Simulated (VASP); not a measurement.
Band structure of SrTe (rock salt). All values below come from PBE GGA, VASP's PBE PAW potentials (set 64) (plane waves; VASP).

Unless said otherwise, spin-orbit coupling is left out, though it shifts the bands of the heavy elements here.

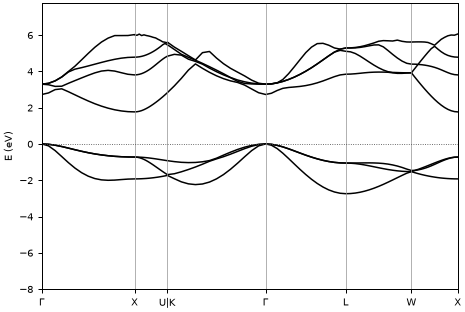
Figure: Bands along high-symmetry lines, zero at the valence-band maximum or, without a gap, the Fermi level

Problem. Read the plot: is there a gap, and where are the band edges?

Solution. The gap is indirect, 1.77 eV, from the valence maximum at Γ to the conduction minimum at X. (Edges off the drawn lines would not show.)

The compound is SrTe in the rock salt structure. It was relaxed first.
